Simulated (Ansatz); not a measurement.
**Nudged elastic band of BH₅S**

- system: BH₅S
- method: RHF/def2-TZVP (Ansatz 0.2.0)

Figures and captions count atoms from 1; the log counts them from 0 in places.

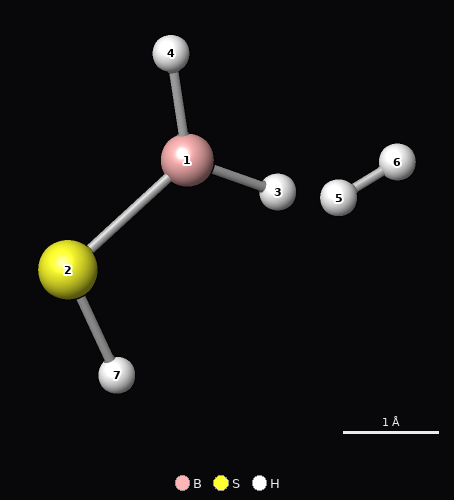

The input geometry (ball-and-stick view, seen at a tilt; atoms are numbered from 1 in the order of the input). Bond lengths as drawn: B–H 1.19 Å, B–S 1.77 Å, H–H 0.75 Å and H–S 1.34 Å.

Key numbers:

```json
{"quantity": "outcome", "value": "converged"}
{"quantity": "barrier, forward", "value": "1.515 eV"}
{"quantity": "barrier, backward", "value": "1.001 eV"}
{"quantity": "dipole moment (one image of the band)", "value": "2.13 D"}
{"quantity": "hardware", "value": "2 threads of Arm Neoverse V1, 23 GiB of memory available, shared host"}
{"quantity": "wall time", "value": "35 s (CPU time 64 s)"}
{"quantity": "peak memory", "value": "0.34 GiB"}
```

Input file:
```yaml
crystal:
  periodic: [false, false, false]
  atoms:
    - {symbol: B, position_ang: [0.100098, -0.161750, -0.914767]}
    - {symbol: S, position_ang: [1.058470, 1.298993, -0.658810]}
    - {symbol: H, position_ang: [-1.084663, -0.116773, -1.018935]}
    - {symbol: H, position_ang: [0.714497, -1.180575, -0.979824]}
    - {symbol: H, position_ang: [-0.175659, -0.748582, 2.123574]}
    - {symbol: H, position_ang: [-0.679998, -1.298098, 2.089797]}
    - {symbol: H, position_ang: [0.067154, 2.206885, -0.641035]}
basis:
  gaussian: {orbitals: def2-TZVP}
hamiltonian: {xc: hf}
neb:
  images: 5
  climbing: false
  max_iterations: 60
  initial_path: linear
  final_atoms:
    - {symbol: B, position_ang: [-0.345679, -0.749565, -0.236240]}
    - {symbol: S, position_ang: [0.667537, 0.945594, -0.194646]}
    - {symbol: H, position_ang: [-1.053709, -0.554583, -1.194631]}
    - {symbol: H, position_ang: [0.549265, -1.532234, -0.446689]}
    - {symbol: H, position_ang: [1.313613, 0.901850, 0.985441]}
    - {symbol: H, position_ang: [-0.902712, -0.851287, 0.824654]}
    - {symbol: H, position_ang: [-0.228415, 1.840328, 0.262110]}
```

Launch command:
```bash
ansatz run in.yaml --threads 2 --pin off --events-out ev --progress --plain --max-ram 4352MiB
```

What the program printed:
```
Functional definition: HF
  name "HF"
  cite "Fock, Z. Phys. 61, 126 (1930) doi:10.1007/BF01340294"
  parent pbe
  exchange = exact_x
  correlation = 0
767 factors; their error is unknown
mean field evaluation 1: about -11567.2092 eV, gradient 1.4e1 eV
mean field evaluation 2: about -11568.0932 eV, gradient 4.3e0 eV
mean field evaluation 4: about -11568.1938 eV, gradient 3.2e-1 eV
mean field evaluation 8: about -11568.3021 eV, gradient 5.8e-4 eV
mean field -11568.30205572 eV, -425.1272592711 hartree, gradient 2.3e-5 eV, S^2 0.000000; 0 other end points of the search recorded, 0 dependent functions left out
the calculation of the forces begins
reference -11568.30205572 eV, -425.1272592711 hartree; 13, 13 occupied and 85, 85 virtual orbitals, 767 factors
767 factors; their error is unknown
mean field evaluation 16: about -11567.6770 eV, gradient 1.2e-1 eV
mean field -11567.78774591 eV, -425.1083587339 hartree, gradient 1.8e-5 eV, S^2 0.000000; 0 other end points of the search recorded, 0 dependent functions left out
[... from here on the field's lines of each further geometry are left out, up to the last ...]
WARN: NEB end point (image 0): max|allowed force component| = 7.129e-1 eV/Å (the criterion of neb.relax_end_points is 1.000e-2). That is over neb.f_tol: it is no minimum, so the barrier can be far off. Relax it first
WARN: NEB end point (image 6): max|allowed force component| = 9.910e-1 eV/Å (the criterion of neb.relax_end_points is 1.000e-2). That is over neb.f_tol: it is no minimum, so the barrier can be far off. Relax it first
NEB iter   1: max|band force component| = 5.409e0 eV/Å  barrier→ = 5.7698 eV  barrier← = 5.2555 eV  Δτ_max = 0.2000 Å  (221 SCF iters)
NEB iter   2: max|band force component| = 3.526e0 eV/Å  barrier→ = 4.0394 eV  barrier← = 3.5251 eV  Δτ_max = 0.2000 Å  (164 SCF iters)
NEB iter   3: max|band force component| = 1.485e1 eV/Å  barrier→ = 3.0092 eV  barrier← = 2.4949 eV  Δτ_max = 0.1019 Å  (159 SCF iters)
NEB iter   4: max|band force component| = 5.973e0 eV/Å  barrier→ = 2.4609 eV  barrier← = 1.9466 eV  Δτ_max = 0.2000 Å  (141 SCF iters)
NEB iter   5: max|band force component| = 2.960e0 eV/Å  barrier→ = 1.5885 eV  barrier← = 1.0742 eV  Δτ_max = 0.2000 Å  (144 SCF iters)
NEB iter   6: max|band force component| = 8.903e-1 eV/Å  barrier→ = 1.3327 eV  barrier← = 0.8184 eV  Δτ_max = 0.1904 Å  (153 SCF iters)
NEB iter   7: max|band force component| = 7.886e-1 eV/Å  barrier→ = 1.3743 eV  barrier← = 0.8600 eV  Δτ_max = 0.0850 Å  (149 SCF iters)
NEB iter   8: max|band force component| = 4.593e-1 eV/Å  barrier→ = 1.4277 eV  barrier← = 0.9134 eV  Δτ_max = 0.0793 Å  (136 SCF iters)
NEB iter   9: max|band force component| = 1.489e-1 eV/Å  barrier→ = 1.4999 eV  barrier← = 0.9856 eV  Δτ_max = 0.0841 Å  (139 SCF iters)
NEB iter  10: max|band force component| = 1.840e-1 eV/Å  barrier→ = 1.5764 eV  barrier← = 1.0620 eV  Δτ_max = 0.0422 Å  (139 SCF iters)
NEB iter  11: max|band force component| = 5.977e-2 eV/Å  barrier→ = 1.5638 eV  barrier← = 1.0494 eV  Δτ_max = 0.0359 Å  (139 SCF iters)
NEB iter  12: max|band force component| = 5.398e-2 eV/Å  barrier→ = 1.5263 eV  barrier← = 1.0120 eV  Δτ_max = 0.0109 Å  (139 SCF iters)
the calculation of the forces begins
reference -11566.72975049 eV, -425.0694781194 hartree; 13, 13 occupied and 85, 85 virtual orbitals, 767 factors
these checks for a lower state are left out or cut short: stability, starts, cluster_reference, orbital_swaps, neighbouring_geometries, increment
767 factors; their error is unknown
mean field -11566.75536699 eV, -425.0704195086 hartree, gradient 2.4e-6 eV, S^2 0.000000; 0 other end points of the search recorded, 0 dependent functions left out
the calculation of the forces begins
reference -11566.75536699 eV, -425.0704195086 hartree; 13, 13 occupied and 85, 85 virtual orbitals, 767 factors
NEB iter  13: max|band force component| = 4.856e-2 eV/Å  barrier→ = 1.5149 eV  barrier← = 1.0006 eV  Δτ_max = 0.0000 Å  (732 SCF iters)
```

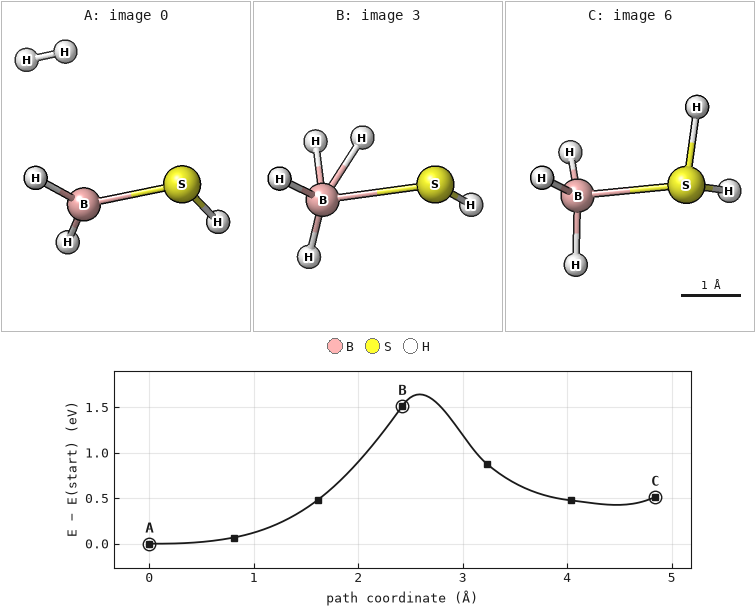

Images of the last band (counted from 0; ball-and-stick, seen at a tilt) above the energy along the path; the line is a cubic interpolation that uses the forces. The highest image is number 3, 1.515 eV above the start and 1.001 eV above the end; the end lies 0.514 eV above the start. The path is 4.84 Å long. The band converged in 13 iterations. The end points carry forces over 0.1 eV/Å, so they aren't fully relaxed minima and the barriers are approximate.

```
Total energy: -11566.78717785 eV, -425.0715885360 hartree
Atom 0 at    -0.114506    -0.555549    -0.311463 Å, force     0.467802     0.734895    -0.523454 eV/Å
Atom 1 at     0.915488     1.186648    -0.342618 Å, force    -0.044234    -0.127076    -0.517835 eV/Å
Atom 2 at    -1.213985    -0.526968    -0.762750 Å, force     0.072052     0.153759     0.236243 eV/Å
Atom 3 at     0.612716    -1.470189    -0.525090 Å, force     0.068267     0.165609     0.029124 eV/Å
Atom 4 at     0.183536     0.027086     0.893036 Å, force    -0.802130    -1.062942     0.503309 eV/Å
Atom 5 at    -0.329967    -0.683647     1.015553 Å, force     0.210528     0.261379     0.425530 eV/Å
Atom 6 at    -0.053382     2.022718     0.033333 Å, force     0.027715    -0.125623    -0.152917 eV/Å
Dipole moment:    -0.248213    -0.039490     0.365174 e Å
```

The last band as extended XYZ (Å, eV, eV/Å):
```
7
Properties=species:S:1:pos:R:3:forces:R:3 image=0 energy=-11568.30206
B     0.1001   -0.1618   -0.9148   -0.2162  -0.5177  -0.1059
S     1.0585    1.2990   -0.6588   -0.1751   0.7129   0.0556
H    -1.0847   -0.1168   -1.0189    0.1752  -0.0400   0.0083
H     0.7145   -1.1806   -0.9798   -0.1521   0.1018  -0.0052
H    -0.1757   -0.7486    2.1236   -0.3030  -0.3339   0.0103
H    -0.6800   -1.2981    2.0898    0.2939   0.3186   0.0319
H     0.0672    2.2069   -0.6410    0.3773  -0.2416   0.0050
7
Properties=species:S:1:pos:R:3:forces:R:3 image=1 energy=-11568.23496
B     0.0384   -0.3037   -0.7868    0.0132   0.0224  -0.0513
S     0.9726    1.2165   -0.6308    0.0077   0.0122  -0.0326
H    -1.1446   -0.3040   -0.7861    0.0112   0.0274  -0.0155
H     0.6634   -1.3036   -0.8991    0.0113   0.0230  -0.0637
H    -0.0175   -0.4088    1.7952   -0.0190  -0.0525   0.1287
H    -0.4881   -0.9699    1.7479   -0.0253  -0.0497   0.1112
H    -0.0244    2.0736   -0.4404    0.0009   0.0171  -0.0769
7
Properties=species:S:1:pos:R:3:forces:R:3 image=2 energy=-11567.81925
B    -0.0111   -0.3928   -0.5959    0.1201   0.1822  -0.3264
S     0.9229    1.1806   -0.5529    0.0073   0.0026  -0.2000
H    -1.1898   -0.4264   -0.7073    0.0449   0.1162   0.0298
H     0.6294   -1.3888   -0.6600    0.0374   0.0997  -0.1538
H     0.0769   -0.1978    1.3420   -0.1398  -0.2638   0.5032
H    -0.3718   -0.7824    1.3706   -0.0618  -0.1199   0.3807
H    -0.0566    2.0077   -0.1965   -0.0081  -0.0171  -0.2334
7
Properties=species:S:1:pos:R:3:forces:R:3 image=3 energy=-11566.78718
B    -0.1145   -0.5555   -0.3115    0.4678   0.7349  -0.5235
S     0.9155    1.1866   -0.3426   -0.0442  -0.1271  -0.5178
H    -1.2140   -0.5270   -0.7628    0.0721   0.1538   0.2362
H     0.6127   -1.4702   -0.5251    0.0683   0.1656   0.0291
H     0.1835    0.0271    0.8930   -0.8021  -1.0629   0.5033
H    -0.3300   -0.6836    1.0156    0.2105   0.2614   0.4255
H    -0.0534    2.0227    0.0333    0.0277  -0.1256  -0.1529
7
Properties=species:S:1:pos:R:3:forces:R:3 image=4 energy=-11567.42158
B    -0.3300   -0.8774   -0.2333   -0.3113  -0.5043   0.1298
S     0.9777    1.2407   -0.0900    0.0495   0.0945   0.2710
H    -1.2044   -0.5017   -0.9342   -0.0153  -0.0061  -0.1570
H     0.5940   -1.5048   -0.6305   -0.0117  -0.0334  -0.1344
H     0.5281    0.4558    0.9037    0.5293   0.6354   0.0044
H    -0.5334   -0.9024    0.9461   -0.2110  -0.2822  -0.0600
H    -0.0321    2.0898    0.0382   -0.0297   0.0962  -0.0539
7
Properties=species:S:1:pos:R:3:forces:R:3 image=5 energy=-11567.82578
B    -0.4031   -0.9081   -0.3128   -0.0350   0.0177  -0.0002
S     0.9010    1.0751   -0.0352   -0.0237  -0.0507   0.0508
H    -1.2211   -0.4791   -1.0663    0.0057  -0.0237  -0.0450
H     0.4828   -1.5818   -0.7394   -0.0162  -0.0230  -0.0203
H     0.9625    0.8901    1.2762    0.1232   0.1361   0.0392
H    -0.6996   -1.0224    0.8382   -0.0297  -0.0338  -0.0292
H    -0.0227    2.0263    0.0393   -0.0242  -0.0226   0.0047
7
Properties=species:S:1:pos:R:3:forces:R:3 image=6 energy=-11567.78775
B    -0.3669   -0.7264   -0.2736   -0.3471  -0.6460  -0.2011
S     0.7029    0.9290   -0.1432    0.2556   0.9910   0.8916
H    -1.0505   -0.4667   -1.2343   -0.0152  -0.0589   0.0856
H     0.5043   -1.5304   -0.5024   -0.0918  -0.0045   0.0496
H     1.3259    0.8132    1.0444   -0.1050  -0.0191  -0.4660
H    -0.9460   -0.8530    0.7727    0.0384   0.0094  -0.0691
H    -0.1699    1.8346    0.3364    0.2650  -0.2718  -0.2905
```
